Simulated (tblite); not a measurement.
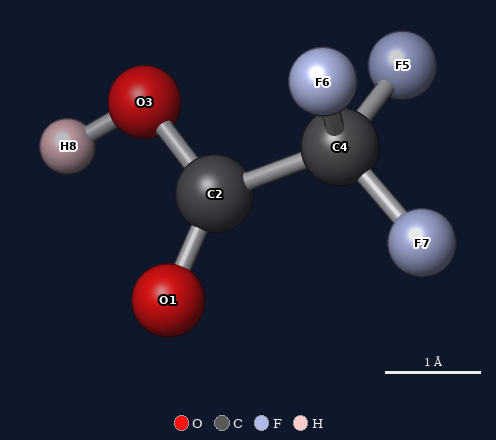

*The input geometry (ball-and-stick view, seen at a tilt; atoms are numbered from 1 in the order of the input).*

Bond lengths as drawn: C–C 1.53 Å, C–F 1.36 to 1.37 Å, C–O 1.23 to 1.37 Å and H–O 0.98 Å.

Geometry relaxation of C2HF3O2

C2HF3O2, SMILES O=C(O)C(F)(F)F, computed with GFN2-xTB geometry optimisation, gas phase (tblite 0.8.0).

### What the program printed
```
step      E/eV     max force
  0    -737.55821    3.280
  1    -737.68650    3.145
  2    -737.73883    1.489
  3    -737.76330    0.666
  4    -737.78345    0.499
  5    -737.81078    0.530
  6    -737.82060    0.273
  7    -737.82486    0.148
  8    -737.82670    0.171
  9    -737.82769    0.117
 10    -737.82837    0.099
 11    -737.82925    0.096
 12    -737.83002    0.106
 13    -737.83056    0.083
 14    -737.83094    0.083
 15    -737.83134    0.073
 16    -737.83175    0.088
 17    -737.83201    0.053
 18    -737.83212    0.028
 19    -737.83217    0.021
 20    -737.83220    0.022
 21    -737.83223    0.016
 22    -737.83224    0.013
 23    -737.83225    0.015
 24    -737.83228    0.023
 25    -737.83231    0.025
 26    -737.83235    0.024
 27    -737.83242    0.025
 28    -737.83253    0.044
 29    -737.83274    0.086
 30    -737.83320    0.135
 31    -737.83381    0.170
 32    -737.83455    0.104
 33    -737.83516    0.058
 34    -737.83528    0.063
 35    -737.83545    0.076
 36    -737.83556    0.036
 37    -737.83566    0.022
 38    -737.83569    0.019
 39    -737.83579    0.027
 40    -737.83588    0.035
 41    -737.83595    0.034
 42    -737.83599    0.024
 43    -737.83601    0.009
 44    -737.83602    0.041
 45    -737.83603    0.019
 46    -737.83604    0.012
 47    -737.83606    0.009
 48    -737.83606    0.006
 49    -737.83606    0.002
```

### Trajectory as extended XYZ (Å, eV, eV/Å), 12 frames, from step=0 to step=49
```
8
Properties=species:S:1:pos:R:3:forces:R:3 step=0 energy=-737.55821
O     1.1379    1.3421    0.2062   -2.0210  -1.7420  -0.3840
C     0.5618    0.2831   -0.0200    3.1830   0.7560   0.2380
O     1.3329   -0.8032   -0.3398   -1.2390   1.3830   0.3440
C    -0.9347   -0.0069    0.0829   -1.5620  -0.3800   0.2150
F    -1.3816   -0.8316   -0.8985    0.4880   0.6360   0.5900
F    -1.2618   -0.6325    1.2607    0.5350   0.6120  -0.9550
F    -1.6964    1.1158    0.0266    0.7940  -0.8300   0.0270
H     2.2510   -0.4574   -0.3427   -0.1780  -0.4360  -0.0750
8
Properties=species:S:1:pos:R:3:forces:R:3 step=4 energy=-737.78345
O     1.0835    1.3489    0.2076   -0.3310   0.3580   0.1050
C     0.5965    0.2843   -0.0092    0.0560  -0.2220  -0.0420
O     1.3107   -0.7809   -0.3361   -0.2920   0.2270   0.0910
C    -0.9414   -0.0154    0.0860   -0.0270  -0.0530  -0.0360
F    -1.3681   -0.8191   -0.8923    0.1640   0.0440  -0.0160
F    -1.2435   -0.6179    1.2425    0.1650   0.0060   0.0140
F    -1.6709    1.0993    0.0262    0.2220  -0.0140  -0.0230
H     2.2423   -0.4899   -0.3494    0.0440  -0.3450  -0.0940
8
Properties=species:S:1:pos:R:3:forces:R:3 step=8 energy=-737.82670
O     1.0141    1.3925    0.2219    0.0720  -0.0360  -0.0080
C     0.5913    0.3007   -0.0015   -0.0320   0.1680   0.0060
O     1.2885   -0.7641   -0.3281    0.0230  -0.0130   0.0190
C    -0.9291   -0.0222    0.0839    0.0050   0.0330   0.0140
F    -1.3428   -0.8188   -0.9016    0.0160  -0.0460   0.0150
F    -1.2159   -0.6199    1.2463   -0.0140  -0.0550  -0.0280
F    -1.6369    1.1020    0.0218   -0.0830   0.0150   0.0030
H     2.2399   -0.5607   -0.3673    0.0120  -0.0660  -0.0210
8
Properties=species:S:1:pos:R:3:forces:R:3 step=13 energy=-737.83056
O     1.0284    1.4041    0.2221    0.0140   0.0290  -0.0090
C     0.5936    0.3185   -0.0001    0.0130  -0.0580  -0.0050
O     1.2810   -0.7581   -0.3213   -0.0380   0.0000   0.0000
C    -0.9291   -0.0153    0.0841   -0.0150  -0.0120   0.0050
F    -1.3324   -0.8239   -0.8976    0.0510   0.0400  -0.0520
F    -1.2143   -0.6294    1.2381    0.0320   0.0250   0.0440
F    -1.6563    1.0976    0.0233   -0.0180  -0.0320   0.0030
H     2.2380   -0.5842   -0.3732   -0.0380   0.0080   0.0130
8
Properties=species:S:1:pos:R:3:forces:R:3 step=17 energy=-737.83201
O     1.0356    1.4090    0.2183   -0.0080  -0.0430  -0.0110
C     0.5949    0.3238    0.0024   -0.0370   0.0360  -0.0120
O     1.2709   -0.7585   -0.3188    0.0050  -0.0160   0.0080
C    -0.9278   -0.0129    0.0856    0.0060   0.0170   0.0050
F    -1.3162   -0.8180   -0.9054    0.0230  -0.0080   0.0110
F    -1.2066   -0.6287    1.2409    0.0110  -0.0180  -0.0160
F    -1.6703    1.0885    0.0254    0.0010   0.0250   0.0080
H     2.2285   -0.5938   -0.3730   -0.0010   0.0080   0.0060
8
Properties=species:S:1:pos:R:3:forces:R:3 step=22 energy=-737.83224
O     1.0368    1.4080    0.2160    0.0040   0.0060  -0.0090
C     0.5931    0.3244    0.0010    0.0020   0.0050   0.0000
O     1.2686   -0.7598   -0.3172    0.0000   0.0010   0.0050
C    -0.9276   -0.0109    0.0857   -0.0020  -0.0070   0.0000
F    -1.3117   -0.8177   -0.9053   -0.0090   0.0040  -0.0090
F    -1.2041   -0.6308    1.2391    0.0010  -0.0050   0.0030
F    -1.6720    1.0897    0.0275    0.0050  -0.0020   0.0050
H     2.2260   -0.5933   -0.3714   -0.0010  -0.0010   0.0060
8
Properties=species:S:1:pos:R:3:forces:R:3 step=26 energy=-737.83235
O     1.0376    1.4105    0.2092   -0.0120  -0.0160  -0.0090
C     0.5931    0.3258    0.0001   -0.0130   0.0060  -0.0070
O     1.2667   -0.7605   -0.3133    0.0180  -0.0020   0.0070
C    -0.9272   -0.0116    0.0853    0.0020   0.0080   0.0070
F    -1.3128   -0.8154   -0.9081   -0.0010   0.0180   0.0040
F    -1.2016   -0.6354    1.2372   -0.0010  -0.0030  -0.0040
F    -1.6705    1.0897    0.0321   -0.0150  -0.0010   0.0020
H     2.2237   -0.5936   -0.3670    0.0220  -0.0090   0.0000
8
Properties=species:S:1:pos:R:3:forces:R:3 step=31 energy=-737.83381
O     1.0318    1.4336    0.0946   -0.0880  -0.0640  -0.0190
C     0.5879    0.3348   -0.0255    0.1540  -0.0680   0.0220
O     1.2706   -0.7723   -0.2456   -0.0290   0.0620   0.0200
C    -0.9270   -0.0108    0.0855   -0.0530   0.0170  -0.0380
F    -1.3402   -0.7553   -0.9445    0.0370   0.0060   0.0200
F    -1.1712   -0.7051    1.2045    0.0000   0.0800  -0.0580
F    -1.6709    1.0914    0.1077   -0.0180  -0.0310   0.0660
H     2.2281   -0.6069   -0.3012   -0.0030  -0.0020  -0.0130
8
Properties=species:S:1:pos:R:3:forces:R:3 step=35 energy=-737.83545
O     1.0186    1.4434    0.0151    0.0100  -0.0650  -0.0050
C     0.5898    0.3336   -0.0405   -0.0320   0.0690  -0.0080
O     1.2756   -0.7789   -0.1984    0.0030   0.0210   0.0250
C    -0.9276   -0.0080    0.0825    0.0090  -0.0130   0.0070
F    -1.3550   -0.7125   -0.9690    0.0030  -0.0040  -0.0040
F    -1.1519   -0.7423    1.1781   -0.0260   0.0040  -0.0050
F    -1.6735    1.0894    0.1664    0.0260  -0.0150   0.0080
H     2.2330   -0.6151   -0.2588    0.0060   0.0020  -0.0190
8
Properties=species:S:1:pos:R:3:forces:R:3 step=40 energy=-737.83588
O     1.0156    1.4450   -0.0312   -0.0080  -0.0050  -0.0140
C     0.5879    0.3342   -0.0495    0.0130   0.0080   0.0310
O     1.2796   -0.7800   -0.1664    0.0020  -0.0080  -0.0050
C    -0.9275   -0.0094    0.0828   -0.0040   0.0020   0.0090
F    -1.3650   -0.6889   -0.9813    0.0040   0.0000  -0.0050
F    -1.1496   -0.7658    1.1627   -0.0010  -0.0130   0.0030
F    -1.6678    1.0884    0.1984   -0.0010   0.0110  -0.0110
H     2.2359   -0.6140   -0.2400   -0.0060   0.0040  -0.0070
8
Properties=species:S:1:pos:R:3:forces:R:3 step=44 energy=-737.83602
O     1.0136    1.4454   -0.0530    0.0100   0.0400   0.0020
C     0.5880    0.3342   -0.0487   -0.0140  -0.0230  -0.0060
O     1.2804   -0.7806   -0.1518    0.0050  -0.0170   0.0020
C    -0.9273   -0.0094    0.0853    0.0030   0.0000  -0.0020
F    -1.3649   -0.6773   -0.9866    0.0030  -0.0060  -0.0080
F    -1.1500   -0.7774    1.1563   -0.0080  -0.0020   0.0090
F    -1.6663    1.0883    0.2096   -0.0040   0.0070   0.0060
H     2.2355   -0.6136   -0.2356    0.0040   0.0010  -0.0030
8
Properties=species:S:1:pos:R:3:forces:R:3 step=49 energy=-737.83606
O     1.0142    1.4452   -0.0418    0.0000   0.0000   0.0000
C     0.5883    0.3337   -0.0461    0.0010   0.0010   0.0010
O     1.2805   -0.7807   -0.1582    0.0000  -0.0010   0.0000
C    -0.9274   -0.0096    0.0859    0.0000   0.0000   0.0000
F    -1.3610   -0.6838   -0.9838    0.0000   0.0000   0.0000
F    -1.1544   -0.7713    1.1607    0.0000   0.0000   0.0000
F    -1.6667    1.0890    0.2021    0.0000   0.0000  -0.0010
H     2.2355   -0.6131   -0.2433   -0.0010   0.0000   0.0000
```

This output came from the following input.

### Input
```
{"job": {"xc": "GFN2-xTB", "basis": "xTB", "kind": "relax"}, "charge": 0, "multiplicity": 1}
O      1.137900     1.342100     0.206200
C      0.561800     0.283100    -0.020000
O      1.332900    -0.803200    -0.339800
C     -0.934700    -0.006900     0.082900
F     -1.381600    -0.831600    -0.898500
F     -1.261800    -0.632500     1.260700
F     -1.696400     1.115800     0.026600
H      2.251000    -0.457400    -0.342700
```

The first line tells a small driver script what to run in tblite; the rest is the geometry in Å.

Run as:
```bash
OMP_NUM_THREADS=1 python <driver script> task.json out
```

### Results in brief

- outcome: converged
- total energy: −737.8361 eV
- hardware: 1 CPU thread, shared host
- peak memory: 0.18 GiB
